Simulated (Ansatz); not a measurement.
# SiPH₇: molecular dynamics

Aim: follow the atoms for 30 steps of 1.0 fs at constant energy, with velocities drawn for 500 K.

Program: Ansatz 0.2.0, Gaussian basis. Level of theory: PBE-D4/pcseg-2. These are calculated values, not measurements.

### Step 1. Where the work starts

The start, a pair relaxed at PBE0-D4: SMILES `[SiH4].P`, 9 atoms, charge 0, spin multiplicity 1.

Atoms are counted from 1 here; the program's logs count them from 0.

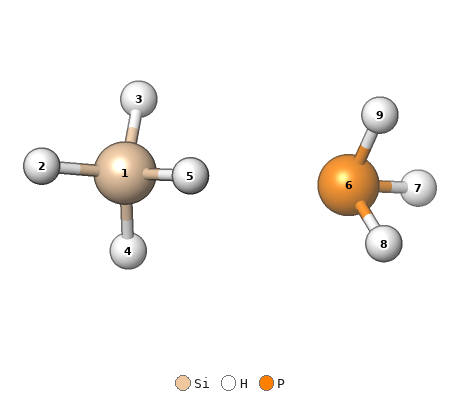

Start geometry, drawn with silicon light orange, hydrogen white, phosphorus orange; atoms are numbered from 1 in the order of the file.

Geometry (Å):

```xyz
9
charge 0, multiplicity 1
Si   -0.2922    0.0005   -1.8479
H    -0.4208   -0.3443   -3.2888
H    -1.6432    0.2255   -1.2775
H     0.5307    1.2268   -1.7097
H     0.3670   -1.1291   -1.1429
P     0.2112    0.2957    1.8425
H     0.1509    0.8606    3.1434
H     1.5167   -0.2256    2.0367
H    -0.4201   -0.9101    2.2443
```

### Step 2. Dynamics

File md/in.yaml:

```yaml
crystal:
  periodic: [false, false, false]
  atoms:
    - {symbol: Si, position_ang: [-0.292224, 0.000464, -1.847912]}
    - {symbol: H, position_ang: [-0.420824, -0.344268, -3.288812]}
    - {symbol: H, position_ang: [-1.643217, 0.225536, -1.277530]}
    - {symbol: H, position_ang: [0.530666, 1.226849, -1.709654]}
    - {symbol: H, position_ang: [0.366984, -1.129112, -1.142920]}
    - {symbol: P, position_ang: [0.211201, 0.295672, 1.842461]}
    - {symbol: H, position_ang: [0.150906, 0.860649, 3.143355]}
    - {symbol: H, position_ang: [1.516680, -0.225633, 2.036651]}
    - {symbol: H, position_ang: [-0.420072, -0.910056, 2.244259]}
basis:
  gaussian: {orbitals: pcseg-2}
hamiltonian: {xc: pbe, dispersion: d4}
md: {n_steps: 30, timestep: 1.0, temperature: 500, ensemble: nve, seed: 361, initial_velocities: maxwell_boltzmann}
```

The run is started by

```bash
$ ansatz run in.yaml --threads 2 --pin off --events-out ev --progress --plain --max-ram 5222MiB
```

What does the calculation give? Wanted: temperature at the start; mean temperature, second half; lowest and highest potential energy, from the first frame; largest change of potential + kinetic.

The runs gave:

| quantity | value |
| --- | --- |
| length | 30 steps, 30.0 fs |
| temperature at the start | 500 K |
| mean temperature, second half | 308 K |
| lowest and highest potential energy, from the first frame | 0 and 258 meV |
| largest change of potential + kinetic | 4.0 meV |

With no thermostat the total energy should stay fixed; it holds within 4.0 meV, small beside the kinetic energy, so the time step serves. The temperature runs between 219 and 500 K. The bonding pattern stays as it was.
